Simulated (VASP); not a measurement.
# NbSi2: structure and properties in VASP, part 3 of 4

Wanted: the relaxed cell of NbSi2 and its properties. The start is a cell from a database of measured crystal structures.

VASP 6.6.1; PBE with D3(BJ); plane waves and PAW (Nb_sv, Si).

Still holding for the runs below: This run has no spin polarisation. Its electron count is odd, so without a moment it is a metal by construction.

So far. Step 3 (Second relaxation): It ends with a largest force of 0.001 eV/Å and a pressure of -0.07 GPa. The volume moved by under 0.01 %: the run met its threshold at the first step. Step 4 (Density, ELF and potential (PBE + D3(BJ))): In this run the pressure is -0.07 GPa, small enough to go on. The relaxed cell has a = 4.752, c = 6.533 Å (conventional setting).

### Step 5. Bands along the symmetry lines (PBE + D3(BJ))

The mesh alone shows little of the dispersion and can miss band extrema, so KPOINTS_OPT adds a path through the symmetry points after the self-consistent cycle.

Contents of INCAR:

```
SYSTEM = NbSi2
PREC = Accurate
ENCUT = 400
EDIFF = 1E-06
NELM = 100
ISMEAR = -1
SIGMA = 0.05
LREAL = .FALSE.
ALGO = Normal
GGA = PE
IVDW = 12
NBANDS = 53
LORBIT = 11
LWAVE = .FALSE.
LCHARG = .FALSE.
KPAR = 4
```

Contents of POSCAR:

```
NbSi2
1.0
    4.7517321460      0.0000000000      0.0000000000
   -2.3758660730      4.1151207503      0.0000000000
    0.0000000000      0.0000000000      6.5331610463
Nb Si
3 6
Direct
    0.0000000000      0.5000000000      0.1666666667
    0.5000000000      0.5000000000      0.8333333333
    0.5000000000      0.0000000000      0.5000000000
    0.3182866522      0.1591433261      0.1666666667
    0.1591433261      0.8408566739      0.8333333333
    0.8408566739      0.6817133478      0.5000000000
    0.6817133478      0.8408566739      0.1666666667
    0.8408566739      0.1591433261      0.8333333333
    0.1591433261      0.3182866522      0.5000000000
```

Contents of KPOINTS:

```
Automatic mesh
0
Gamma
5 5 3
0 0 0
```

Contents of KPOINTS_OPT:

```
Line mode
12
Line-mode
Reciprocal
  0.00000000   0.00000000   0.00000000 GAMMA
  0.50000000   0.00000000   0.00000000 M

  0.50000000   0.00000000   0.00000000 M
  0.33333333   0.33333333   0.00000000 K

  0.33333333   0.33333333   0.00000000 K
  0.00000000   0.00000000   0.00000000 GAMMA

  0.00000000   0.00000000   0.00000000 GAMMA
  0.00000000   0.00000000   0.50000000 A

  0.00000000   0.00000000   0.50000000 A
  0.50000000   0.00000000   0.50000000 L

  0.50000000   0.00000000   0.50000000 L
  0.33333333   0.33333333   0.50000000 H

  0.33333333   0.33333333   0.50000000 H
  0.00000000   0.00000000   0.50000000 A

  0.50000000   0.00000000   0.50000000 L
  0.50000000   0.00000000   0.00000000 M

  0.33333333   0.33333333   0.00000000 K
  0.33333333   0.33333333   0.50000000 H
```

Potentials, in the order of the species: Nb_sv and Si (PBE family, release 64).

Started as:

```bash
$ mpirun -np 4 vasp_std
```

Log:

```text
[... set-up lines as in an earlier step ...]
 entering main loop
       N       E                     dE             d eps       ncg     rms          rms(c)
DAV:   1     0.442635937097E+03    0.44264E+03   -0.26217E+04  1068   0.937E+02
DAV:   2    -0.317406012682E+02   -0.47438E+03   -0.44760E+03  1318   0.349E+02
DAV:   3    -0.676908500814E+02   -0.35950E+02   -0.35066E+02  1792   0.703E+01
DAV:   4    -0.704129732899E+02   -0.27221E+01   -0.27020E+01  1712   0.179E+01
DAV:   5    -0.704857357847E+02   -0.72762E-01   -0.72722E-01  1659   0.315E+00    0.179E+01
DAV:   6    -0.682230721876E+02    0.22627E+01   -0.58422E+00  1592   0.136E+01    0.655E+00
DAV:   7    -0.681135759273E+02    0.10950E+00   -0.84812E-01  1408   0.344E+00    0.374E+00
DAV:   8    -0.680845869191E+02    0.28989E-01   -0.11508E-01  1728   0.146E+00    0.795E-01
DAV:   9    -0.680845500583E+02    0.36861E-04   -0.11409E-02  1616   0.497E-01    0.406E-01
DAV:  10    -0.680845953309E+02   -0.45273E-04   -0.25287E-03  1416   0.297E-01    0.585E-02
DAV:  11    -0.680845708934E+02    0.24437E-04   -0.15468E-04  1696   0.646E-02    0.231E-02
DAV:  12    -0.680845658470E+02    0.50464E-05   -0.15992E-05  1560   0.262E-02    0.133E-02
DAV:  13    -0.680845640649E+02    0.17821E-05   -0.85065E-07   880   0.651E-03    0.339E-03
DAV:  14    -0.680845640289E+02    0.35991E-07   -0.34806E-07   704   0.313E-03
   1 F= -.73359905E+02 E0= -.73344049E+02  d E =-.317115E-01
 Start KPOINTS_OPT (optional k-point list driver)
k-point batch [1-10\108]
       N       E                     dE             ncg
DAV:   1     0.190666171669E+04   -0.39356E+04     1076
DAV:   2    -0.284806281541E+04   -0.47547E+04     1350
DAV:   3    -0.320085701731E+04   -0.35279E+03     1776
DAV:   4    -0.322620906430E+04   -0.25352E+02     1728
DAV:   5    -0.322689251661E+04   -0.68345E+00     1640
DAV:   6    -0.322690153638E+04   -0.90198E-02     1616
DAV:   7    -0.322690189124E+04   -0.35486E-03     1656
DAV:   8    -0.322690190006E+04   -0.88188E-05     1504
DAV:   9    -0.322690190047E+04   -0.40947E-06     1000
[...]
k-point batch [101-108\108]
       N       E                     dE             ncg
DAV:   1     0.472620749131E+04   -0.10869E+05      864
DAV:   2     0.853758142139E+03   -0.38724E+04     1028
DAV:   3     0.540543768798E+03   -0.31321E+03     1416
DAV:   4     0.520410702496E+03   -0.20133E+02     1328
DAV:   5     0.519666685277E+03   -0.74402E+00     1280
DAV:   6     0.519645484098E+03   -0.21201E-01     1312
DAV:   7     0.519644781007E+03   -0.70309E-03     1267
DAV:   8     0.519644746626E+03   -0.34381E-04     1224
DAV:   9     0.519644745120E+03   -0.15054E-05      870
DAV:  10     0.519644745024E+03   -0.96885E-07      752
```

Elapsed: 71 s, on 4 MPI ranks of Intel Xeon Platinum 8488C (Sapphire Rapids), shared host; peak memory 1.1 GiB; 4.6 min of CPU time.

OUTCAR, selected parts (step 5):

```text
   k-points           NKPTS =     10   k-points in BZ     NKDIM =     10   number of bands    NBANDS=     53

   NELECT =      63.0000    total number of electrons

 E-fermi :  11.7926

 k-point     1 :       0.0000    0.0000    0.0000
  band No.  band energies     occupation
    ...
     28       9.5681      2.00000
     29       9.6536      2.00000
     30       9.8254      2.00000
     31       9.8254      2.00000
     32      10.7931      2.00000
     33      12.6011      0.00000
     34      15.1196      0.00000
     35      15.2719      0.00000
     36      15.2820      0.00000
     37      15.2820      0.00000
    ...

 Edisp (eV)   -5.27534

  Total      -0.05886    -0.05886    -0.01607     0.00000     0.00000     0.00000
  in kB      -0.73814    -0.73814    -0.20160     0.00000     0.00000     0.00000
  external pressure =       -0.56 kB  Pullay stress =        0.00 kB

 POSITION                                       TOTAL-FORCE (eV/Angst)
 -----------------------------------------------------------------------------------
     -1.18793      2.05756      1.08886         0.000000      0.000000      0.000000
      1.18793      2.05756      5.44430         0.000000     -0.000000      0.000000
      2.37587      0.00000      3.26658         0.000000     -0.000000     -0.000000
      1.13431      0.65489      1.08886         0.001105      0.000638     -0.000000
     -1.24156      3.46023      5.44430         0.001105     -0.000638     -0.000000
      2.37587      2.80533      3.26658         0.000000     -0.001276     -0.000000
      1.24156      3.46023      1.08886        -0.001105     -0.000638     -0.000000
      3.61742      0.65489      5.44430        -0.001105      0.000638     -0.000000
      0.00000      1.30979      3.26658         0.000000      0.001276     -0.000000
 -----------------------------------------------------------------------------------
    total drift:                                0.000000     -0.000000     -0.000001

  FREE ENERGIE OF THE ION-ELECTRON SYSTEM (eV)
  ---------------------------------------------------
  free  energy   TOTEN  =       -73.3599050635 eV

  energy  without entropy=      -73.3281936116  energy(sigma->0) =      -73.34404934

[... 8 parts as in an earlier step ...]

[... 8 further parts left out ...]
```

Spin-orbit coupling is off here; it would split degenerate levels.

This step gave:

```
bands    : 53
pressure : -0.05593 GPa
```

The electronic bands at the labelled points (eV, zero at the Fermi level; # counts the bands kept, so #1 is VASP's band 15):

```csv
point,#15,#16,#17,#18,#19,#20,#21,#22
Γ,-2.14,-1.97,-1.97,-1.00,0.81,3.33,3.48,3.49
M,-1.04,-0.73,-0.12,0.05,0.81,1.28,1.64,2.09
K,-1.62,-1.58,0.35,0.35,0.48,2.17,2.17,2.22
Γ,-2.14,-1.97,-1.97,-1.00,0.81,3.33,3.48,3.49
A,-1.50,-1.36,-1.36,1.00,1.00,2.92,2.92,3.41
L,-1.85,-1.66,-0.63,-0.23,1.50,1.91,2.42,2.51
H,-0.73,-0.73,-0.15,-0.15,0.85,2.12,2.21,2.21
A,-1.50,-1.36,-1.36,1.00,1.00,2.92,2.92,3.41
jump to L,-1.85,-1.66,-0.63,-0.23,1.50,1.91,2.42,2.51
M,-1.04,-0.73,-0.12,0.05,0.81,1.28,1.64,2.09
jump to K,-1.62,-1.58,0.35,0.35,0.48,2.17,2.17,2.22
H,-0.73,-0.73,-0.15,-0.15,0.85,2.12,2.21,2.21
```

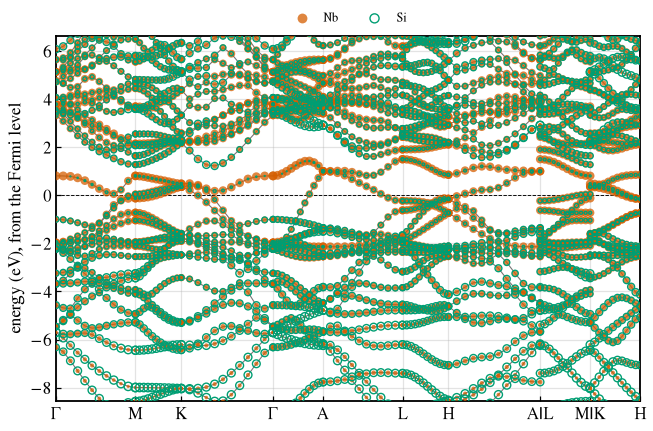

Electronic bands along the path; dots are coloured as in the legend, and their area grows with the weight.

There is no gap at this level.

### Step 6. Density of states (PBE + D3(BJ))

Here the states are counted by energy and projected on the atoms. The mesh is finer than in the run before.

Edit INCAR of step 5 so:

```diff
@@ -5,3 +5,3 @@
 NELM = 100
-ISMEAR = -1
+ISMEAR = -5
 SIGMA = 0.05
@@ -16 +16,2 @@
 KPAR = 4
+NEDOS = 2001
```

POSCAR is that of step 5.

Contents of KPOINTS:

```
Automatic mesh
0
Gamma
7 7 5
0 0 0
```

Started as:

```bash
$ mpirun -np 4 vasp_std
```

Log:

```text
[... set-up lines as in an earlier step ...]
 entering main loop
       N       E                     dE             d eps       ncg     rms          rms(c)
DAV:   1     0.437468587060E+03    0.43747E+03   -0.26121E+04  2560   0.937E+02
DAV:   2    -0.328315219509E+02   -0.47030E+03   -0.44447E+03  3151   0.347E+02
DAV:   3    -0.678549107051E+02   -0.35023E+02   -0.34252E+02  4320   0.693E+01
DAV:   4    -0.704922713414E+02   -0.26374E+01   -0.26183E+01  4056   0.172E+01
DAV:   5    -0.705571041941E+02   -0.64833E-01   -0.64869E-01  4027   0.310E+00    0.180E+01
DAV:   6    -0.682624872640E+02    0.22946E+01   -0.58428E+00  3792   0.137E+01    0.653E+00
DAV:   7    -0.681559770244E+02    0.10651E+00   -0.86069E-01  3400   0.345E+00    0.375E+00
DAV:   8    -0.681273446948E+02    0.28632E-01   -0.11723E-01  4208   0.149E+00    0.791E-01
DAV:   9    -0.681273434892E+02    0.12057E-05   -0.11583E-02  3840   0.490E-01    0.414E-01
DAV:  10    -0.681273810030E+02   -0.37514E-04   -0.26087E-03  3392   0.305E-01    0.691E-02
DAV:  11    -0.681273461402E+02    0.34863E-04   -0.16447E-04  4024   0.706E-02    0.241E-02
DAV:  12    -0.681273438042E+02    0.23359E-05   -0.17145E-05  3856   0.250E-02    0.142E-02
DAV:  13    -0.681273421802E+02    0.16241E-05   -0.93209E-07  2112   0.657E-03    0.315E-03
DAV:  14    -0.681273420065E+02    0.17363E-06   -0.33110E-07  1760   0.362E-03
   1 F= -.73402683E+02 E0= -.73402683E+02  d E =0.000000E+00
 -----------------------------------------------------------------------------
|                                                                             |
|           W    W    AA    RRRRR   N    N  II  N    N   GGGG   !!!           |
|           W    W   A  A   R    R  NN   N  II  NN   N  G    G  !!!           |
|           W    W  A    A  R    R  N N  N  II  N N  N  G       !!!           |
|           W WW W  AAAAAA  RRRRR   N  N N  II  N  N N  G  GGG   !            |
|           WW  WW  A    A  R   R   N   NN  II  N   NN  G    G                |
|           W    W  A    A  R    R  N    N  II  N    N   GGGG   !!!           |
|                                                                             |
|     Tetrahedron method does not include variations of the Fermi             |
|     occupations, so forces and stress will be inaccurate. We suggest        |
|     using a different smearing scheme ISMEAR = 1 or 2 for metals in         |
|     relaxations.                                                            |
|                                                                             |
 -----------------------------------------------------------------------------
```

Wall time 21 s (4 MPI ranks); peak memory 1 GiB.

Parts of OUTCAR (step 6):

```text
   k-points           NKPTS =     24   k-points in BZ     NKDIM =     24   number of bands    NBANDS=     53

   NELECT =      63.0000    total number of electrons

 E-fermi :  11.7832

 k-point     1 :       0.0000    0.0000    0.0000
  band No.  band energies     occupation
    ...
     28       9.5667      2.00000
     29       9.6569      2.00000
     30       9.8229      2.00000
     31       9.8229      2.00000
     32      10.7910      2.00000
     33      12.6003      0.00000
     34      15.1163      0.00000
     35      15.2705      0.00000
     36      15.2782      0.00000
     37      15.2782      0.00000
    ...

 Edisp (eV)   -5.27534

  Total      -0.43319    -0.43319     0.49407     0.00000     0.00000     0.00000
  in kB      -5.43295    -5.43295     6.19643     0.00000     0.00000     0.00000
  external pressure =       -1.56 kB  Pullay stress =        0.00 kB

 POSITION                                       TOTAL-FORCE (eV/Angst)
 -----------------------------------------------------------------------------------
     -1.18793      2.05756      1.08886        -0.000000     -0.000000     -0.000000
      1.18793      2.05756      5.44430        -0.000000      0.000000     -0.000000
      2.37587      0.00000      3.26658        -0.000000      0.000000      0.000000
      1.13431      0.65489      1.08886         0.016777      0.009686      0.000000
     -1.24156      3.46023      5.44430         0.016777     -0.009686      0.000000
      2.37587      2.80533      3.26658        -0.000000     -0.019372      0.000000
      1.24156      3.46023      1.08886        -0.016777     -0.009686     -0.000000
      3.61742      0.65489      5.44430        -0.016777      0.009686      0.000000
      0.00000      1.30979      3.26658        -0.000000      0.019372      0.000000
 -----------------------------------------------------------------------------------
    total drift:                                0.000000     -0.000000     -0.000001

  FREE ENERGIE OF THE ION-ELECTRON SYSTEM (eV)
  ---------------------------------------------------
  free  energy   TOTEN  =       -73.4026830412 eV

  energy  without entropy=      -73.4026830412  energy(sigma->0) =      -73.40268304

[... 7 parts as in an earlier step ...]

[... 9 further parts left out ...]
```

With tetrahedra the forces and stress of a metal are not exact derivatives of the energy.

This step gave:

```
irreducible k-points   : 24
free energy (TOTEN)    : -73.4027 eV
Fermi energy           : 11.78 eV
pressure               : -0.1556 GPa
DOS at the Fermi level : 3.556 states/eV/cell
```

The density of states has structure finer than the step of the table below, so its rows give means over 1 eV, whole bins alone (the curve runs from -12.0 to 2.93 eV). Peaks (eV: height): total -2.6: 13.0, -2.4: 13.8, -2.2: 14.3, -2.0: 14.9; Nb d -2.4: 4.10, -2.2: 4.47, -2.0: 4.91, 2.8: 4.15; Si p -5.5: 2.81, -2.4: 2.38, -2.2: 2.33, -2.0: 2.38; Si s -10.0: 1.08, -9.5: 1.08, -8.6: 1.22, -7.3: 1.22.

States under -12.0 eV and over 2.9 eV are left out. The density of states by energy, zero at the Fermi level; means over each step; values in states/eV/cell:

```csv
energy (eV),total,Nb d,Si p,Si s
-11,1.56,0.0168,0.0550,0.547
-10,1.81,0.0477,0.0905,0.603
-9,2.32,0.119,0.158,0.713
-8,1.83,0.127,0.143,0.537
-7,2.49,0.197,0.201,0.704
-6,1.63,0.162,0.228,0.285
-5,3.63,0.436,0.761,0.200
-4,3.59,0.583,0.691,0.195
-3,5.00,1.17,0.870,0.223
-2,9.32,2.91,1.52,0.125
-1,3.69,1.48,0.454,0.0621
0,2.63,1.33,0.231,0.0388
1,2.02,1.04,0.150,0.0815
2,5.21,2.16,0.652,0.368
```

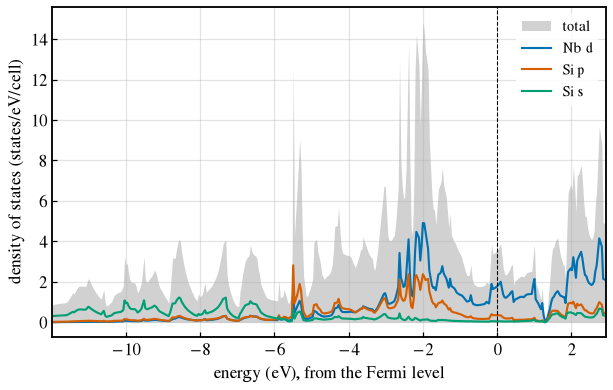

Density of states, plotted against energy.

The finer mesh and the other smearing move the Fermi level by -0.01 eV from the 5×5×3 run, a small shift, which tests the Fermi level alone. Of the states within 0.3 eV of the Fermi level, the largest shares in the PAW spheres are Nb d 50 % and Si p 9 %. The rest lies in smaller channels or between the spheres.

(Continued in part 4 of 4.)

[Lines on the potential files, build, host, timing and source positions are cut from VASP's logs without a mark.]

[Logs are printed without paths, hosts, clocks, repeated set-up lines and the standing remarks that a program may print on its own settings, such as how far it seeks lower states.]

[Hosts, paths, dates, database ids (printed as entryN), source tags and the programs' standing remarks are cut or masked in the printed files.]

[A measured line is paired with the nearest computed mode of its activity, which favours agreement.]
